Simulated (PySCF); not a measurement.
# C2H7NOSi: geometry, spin-spin couplings

Wanted: the spin-spin couplings of C2H7NOSi (`C/C=N/[SiH2]O`), by calculation.

Programs: PySCF 2.14.0, with density-fitted response routines of our own. Each step states its level of theory. These are calculated values for one molecule in the gas phase, unless marked as measured. Atoms are numbered from 0 throughout.

### Step 1. The molecule as given

12 atoms, charge 0, multiplicity 1; geometry from: GFN2-xTB. The atoms were then displaced at random by about 0.01 Å, so the start is not that level's minimum.

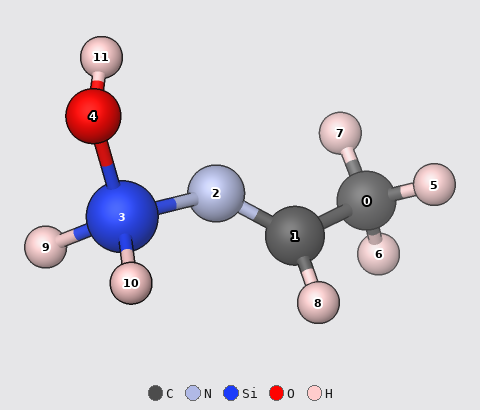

As it starts; carbon dark grey, nitrogen light blue, silicon blue, oxygen red, hydrogen pink, atoms numbered.

### Step 2. Optimising the geometry at PBE0-D3(BJ)/def2-SVP

The job: settings as JSON, then the geometry in Å.

```
{"job": {"xc": "PBE0", "basis": "def2-SVP", "d3": "d3bj", "grid": 1, "shake": 0.01, "kind": "geom"}, "charge": 0, "multiplicity": 1}
C      2.222910    -0.058470    -0.176390
C      0.852360    -0.183990     0.442980
N     -0.219270    -0.060220    -0.217480
Si    -1.843300    -0.210210     0.156420
O     -2.624090     1.062340    -0.517490
H      2.745590     0.774160     0.310760
H      2.779630    -0.954480    -0.042470
H      2.125180     0.189230    -1.245990
H      0.876230    -0.393080     1.542370
H     -2.247300    -1.472260    -0.481550
H     -2.318850    -0.129060     1.557690
H     -2.309410     1.407780    -1.337870
```

Started as:

```
> OMP_NUM_THREADS=1 python probes_run.py task.json out
```

One launch serves the whole session: the jobs run in the order shown.

What it wrote:

```text
step   0  E = -499.31839765  max force = 0.041208
step   1  E = -499.32462255  max force = 0.005079
step   2  E = -499.32490832  max force = 0.003178
step   3  E = -499.32491093  max force = 0.002756
step   4  E = -499.32499529  max force = 0.001607
step   5  E = -499.32505792  max force = 0.001040
step   6  E = -499.32512172  max force = 0.001302
step   7  E = -499.32519528  max force = 0.000985
step   8  E = -499.32525824  max force = 0.001080
step   9  E = -499.32528555  max force = 0.001129
step  10  E = -499.32531273  max force = 0.000874
step  11  E = -499.32532945  max force = 0.000441
step  12  E = -499.32533879  max force = 0.000351
optimisation converged
```

Wall time 50 s (1 thread of Arm Neoverse V1, shared host); peak memory 0.44 GiB.

Step by step:

| step | energy from step 0 (eV) | largest force component (eV/Å) |
| --- | --- | --- |
| 0 | 0.0000 | 2.1190 |
| 1 | -0.1694 | 0.2612 |
| 2 | -0.1772 | 0.1634 |
| 3 | -0.1772 | 0.1417 |
| 4 | -0.1795 | 0.0826 |
| 5 | -0.1812 | 0.0535 |
| 6 | -0.1830 | 0.0670 |
| 7 | -0.1850 | 0.0507 |
| 8 | -0.1867 | 0.0555 |
| 9 | -0.1874 | 0.0581 |
| 10 | -0.1882 | 0.0449 |
| 11 | -0.1886 | 0.0227 |
| 12 | -0.1889 | 0.0180 |

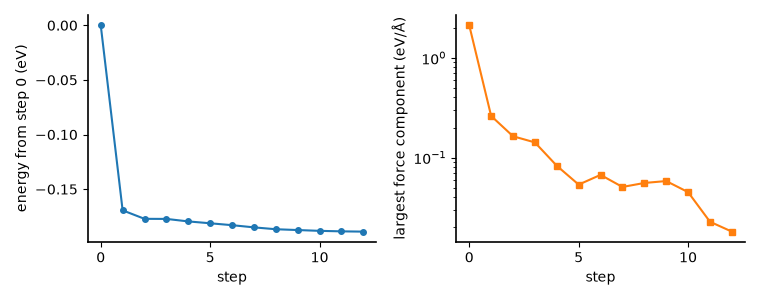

Energy and largest force along the relaxation.

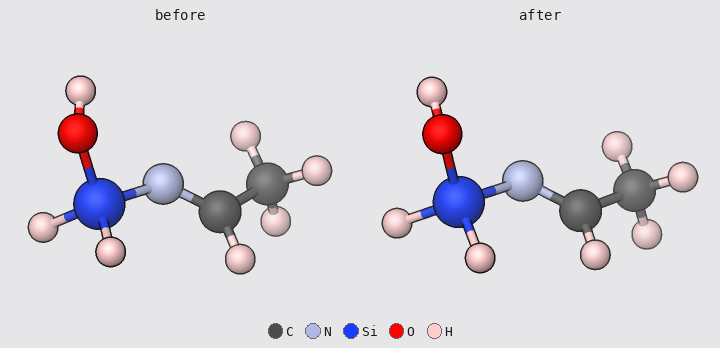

The geometry before (left) and after (right).

Distances of close pairs at the start and the end, largest changes first:

| bond | before (Å) | after (Å) | change (Å) |
| --- | --- | --- | --- |
| N2–Si3 | 1.673 | 1.746 | +0.073 |
| C0–H6 | 1.063 | 1.103 | +0.039 |
| Si3–O4 | 1.638 | 1.661 | +0.023 |
| Si3–H9 | 1.471 | 1.493 | +0.022 |
| O4–H11 | 0.944 | 0.962 | +0.018 |
| C0–C1 | 1.509 | 1.493 | -0.017 |
| Si3–H10 | 1.482 | 1.495 | +0.013 |
| C0–H5 | 1.097 | 1.103 | +0.006 |

The end geometry stands in the next job.

| at the end point | value |
| --- | --- |
| point group (found at 0.08 Å tolerance) | C1 |
| rotational constants (GHz, main isotopes) | 13.460, 1.736, 1.640 |
| dipole moment (D) | 1.84 |

### Step 3. J couplings: B3LYP/6-31G*

The job: settings as JSON, then the geometry in Å.

```
{"job": {"kind": "j", "xc": "B3LYP", "basis": "6-31G*"}, "charge": 0, "multiplicity": 1}
C      2.248300    -0.029486    -0.033775
C      0.819711    -0.147879     0.382406
N     -0.149286    -0.124069    -0.431893
Si    -1.833978    -0.229684     0.015138
O     -2.629098     1.139791    -0.484703
H      2.722900     0.826061     0.474888
H      2.809071    -0.927068     0.276042
H      2.321574     0.095363    -1.122006
H      0.669179    -0.262472     1.482277
H     -2.373501    -1.453231    -0.649095
H     -2.041770    -0.295120     1.493859
H     -2.520312     1.373289    -1.411429
```

With the program's defaults for keys left out, this is: B3LYP/6-31G* indirect spin-spin coupling, non-relativistic, gas phase.

What it wrote:

```text
coarse grid: 10288 points
cycle   1  E = -499.8314875756  dE =  4.343e-01  |g| = 8.510e-01  |ddm| = 3.135e+00
cycle   2  E = -499.5370240363  dE =  2.945e-01  |g| = 1.457e+00  |ddm| = 1.976e+00
cycle   3  E = -499.9754795758  dE = -4.385e-01  |g| = 1.306e-01  |ddm| = 1.389e+00
cycle   4  E = -499.9787897126  dE = -3.310e-03  |g| = 6.890e-02  |ddm| = 1.631e-01
cycle   5  E = -499.9797959437  dE = -1.006e-03  |g| = 2.684e-02  |ddm| = 7.138e-02
cycle   6  E = -499.9799474571  dE = -1.515e-04  |g| = 4.855e-03  |ddm| = 2.549e-02
cycle   7  E = -499.9799530810  dE = -5.624e-06  |g| = 7.161e-04  |ddm| = 5.799e-03
final grid: 94152 points
cycle   8  E = -499.9267083538  dE = -1.166e-05  |g| = 4.343e-03  |ddm| = 1.348e-02
cycle   9  E = -499.9267058838  dE =  2.470e-06  |g| = 5.394e-03  |ddm| = 1.054e-02
cycle  10  E = -499.9267133949  dE = -7.511e-06  |g| = 7.003e-04  |ddm| = 5.985e-03
cycle  11  E = -499.9267134945  dE = -9.957e-08  |g| = 2.267e-04  |ddm| = 7.318e-04
cycle  12  E = -499.9267135061  dE = -1.159e-08  |g| = 4.371e-05  |ddm| = 2.336e-04
cycle  13  E = -499.9267135066  dE = -4.907e-10  |g| = 1.496e-05  |ddm| = 5.804e-05
converged SCF energy = -499.9267135066

Indirect spin-spin couplings (Hz)
  i      j    bonds     total        FC       PSO       DSO        SD
  0 C    1 C    1     58.933    60.234    -1.491     0.189         -
  0 C    2 N    2     -6.658    -7.094     0.454     0.017    -0.035
  0 C    3 Si   3    -10.535   -10.314    -0.168     0.050    -0.104
  0 C    5 H    1    140.375   138.658     1.088     0.630         -
  0 C    6 H    1    140.234   138.510     1.095     0.630         -
  0 C    7 H    1    148.848   147.379     0.824     0.644         -
  0 C    8 H    2     18.413    18.688    -0.007    -0.268         -
  1 C    2 N    1    -15.927   -21.313     6.826    -0.078    -1.362
  1 C    3 Si   2      0.427     0.415     0.023     0.036    -0.047
  1 C    4 O    3     -0.514    -0.514    -0.041     0.042         -
  1 C    5 H    2     -6.021    -5.867    -0.039    -0.115         -
  1 C    6 H    2     -6.590    -6.452    -0.023    -0.115         -
  1 C    7 H    2     -5.420    -5.041    -0.222    -0.157         -
  1 C    8 H    1    159.805   159.400    -0.589     0.995         -
  1 C    9 H    3      5.073     5.309     0.113    -0.349         -
  1 C   10 H    3      3.005     3.150    -0.163     0.019         -
  1 C   11 H    4     -0.285    -0.157     0.180    -0.308         -
  2 N    3 Si   1      4.047     5.757    -2.110     0.045     0.354
  2 N    4 O    2      0.311     0.482    -0.232    -0.007     0.068
  2 N    5 H    3     -3.662    -3.904     0.091     0.149     0.003
  2 N    6 H    3     -3.357    -3.588     0.087     0.145    -0.001
  2 N    7 H    3     -1.744    -1.985     0.265    -0.042     0.018
  2 N    8 H    2      3.242     1.987     1.151     0.187    -0.083
  2 N    9 H    2     -7.812    -8.043     0.167     0.049     0.016
  2 N   10 H    2     -0.868    -1.118     0.145     0.117    -0.012
  2 N   11 H    3      0.165     0.141     0.048    -0.008    -0.015
  3 Si   4 O    1    -14.424    -9.374    -5.520     0.039     0.431
  3 Si   5 H    4      0.318     0.283    -0.116     0.175    -0.024
  3 Si   6 H    4      1.415     1.402    -0.132     0.173    -0.028
  3 Si   7 H    4      0.629     0.710    -0.174     0.160    -0.066
  3 Si   8 H    3    -11.911   -11.907     0.019    -0.026     0.003
  3 Si   9 H    1   -201.236  -201.537     1.071    -0.348    -0.422
  3 Si  10 H    1   -198.011  -198.259     1.035    -0.361    -0.425
  3 Si  11 H    2      2.714     1.489     0.845     0.476    -0.096
  4 O    5 H    5     -0.289    -0.328    -0.038     0.076         -
  4 O    6 H    5     -0.183    -0.253    -0.060     0.130         -
  4 O    8 H    4      0.252     0.129    -0.006     0.129         -
  4 O    9 H    2     -3.805    -4.134     0.113     0.215         -
  4 O   10 H    2    -17.182   -17.397     0.081     0.135         -
  4 O   11 H    1    -79.366   -67.312   -11.528    -0.525         -
  5 H    6 H    2    -22.034   -21.096     1.482    -2.420         -
  5 H    7 H    2    -14.444   -13.301     1.509    -2.651         -
  5 H    8 H    3      1.482     1.761     0.228    -0.507         -
  5 H   11 H    6     -0.336    -0.094     0.261    -0.504         -
  6 H    7 H    2    -14.853   -13.719     1.504    -2.637         -
  6 H    8 H    3      1.397     1.696     0.259    -0.558         -
  6 H    9 H    5      1.614     1.933     0.286    -0.604         -
  6 H   10 H    5     -0.473    -0.199     0.330    -0.604         -
  6 H   11 H    6     -0.409    -0.028     0.448    -0.829         -
  7 H    8 H    3      8.734     9.912     1.608    -2.786         -
  7 H    9 H    5     -0.301     0.011     0.285    -0.596         -
  7 H   10 H    5     -0.283     0.235     0.517    -1.035         -
  8 H    9 H    4     -1.743    -0.948     0.294    -1.089         -
  8 H   10 H    4      1.265     0.559    -0.727     1.433         -
  8 H   11 H    5     -0.695     0.032     0.680    -1.407         -
  9 H   10 H    2     21.778    23.493     0.104    -1.819         -
  9 H   11 H    3     -1.854    -1.015     0.338    -1.177         -
 10 H   11 H    3      8.490    10.528     1.627    -3.665         -
```

It took 7.7 s on 1 thread of Arm Neoverse V1, shared host; peak memory 0.49 GiB.

This basis has no tight s functions, so the Fermi-contact terms are rough.

A choice of the couplings up to four bonds, sorted by the number of bonds, with means over like pairs; isotopes 13C, 1H, 15N, 17O, 29Si:

| pair | bonds | J (Hz) | Fermi contact (Hz) | dihedral (°) |
| --- | --- | --- | --- | --- |
| Si3–H9 | 1 | -199.6 | -199.9 | – |
| C1–H8 | 1 | 159.8 | 159.4 | – |
| C0–H5 | 1 | 143.2 | 141.5 | – |
| O4–H11 | 1 | -79.4 | -67.3 | – |
| C0–C1 | 1 | 58.9 | 60.2 | – |
| C1–N2 | 1 | -15.9 | -21.3 | – |
| Si3–O4 | 1 | -14.4 | -9.4 | – |
| N2–Si3 | 1 | 4.0 | 5.8 | – |
| H9–H10 | 2 | 21.8 | 23.5 | – |
| C0–H8 | 2 | 18.4 | 18.7 | – |
| H5–H6 | 2 | -17.1 | -16.0 | – |
| O4–H9 | 2 | -10.5 | -10.8 | – |
| C0–N2 | 2 | -6.7 | -7.1 | – |
| C1–H5 | 2 | -6.0 | -5.8 | – |
| N2–H9 | 2 | -4.3 | -4.6 | – |
| N2–H8 | 2 | 3.2 | 2.0 | – |
| Si3–H11 | 2 | 2.7 | 1.5 | – |
| Si3–H8 | 3 | -11.9 | -11.9 | 1 |
| C0–Si3 | 3 | -10.5 | -10.3 | -179 |
| C1–H9 | 3 | 4.0 | 4.2 | – |
| H5–H8 | 3 | 3.9 | 4.5 | – |
| H9–H11 | 3 | 3.3 | 4.8 | – |
| N2–H5 | 3 | -2.9 | -3.2 | – |

The spin-dipole term was solved for some atoms only; pairs without it lack that part.

The response was solved for the nuclei of C, H, N, Si alone, so couplings that need other nuclei can be missing.

Quadrupole couplings from the field gradients of the same density:

| atom | isotope | eQq/h (MHz) | η |
| --- | --- | --- | --- |
| O4 | 17O | -8.290 | 0.61 |
| N2 | 14N | -4.173 | 0.64 |

### Step 4. Summary of results

| quantity | value |
| --- | --- |
| point group | C1 |
| rotational constants (main isotopes) | 13.46, 1.74, 1.64 GHz |
| largest coupling of the table (B3LYP/6-31G*) | 1J(Si,H) Si3–H9, -199.6 Hz |

What this shows: Relaxing lowered the energy by 0.189 eV in 12 steps; the close pair that moved most is N2–Si3, from 1.673 to 1.746 Å. Of the pairs tabulated at B3LYP/6-31G*, Si3–H9 (mean over like pairs) couples most strongly (-199.6 Hz; Fermi contact -199.9 Hz). Couplings across rotatable bonds belong to this one conformer; where others are populated, the observed values are averages. Couplings from bases without tight functions are rough.
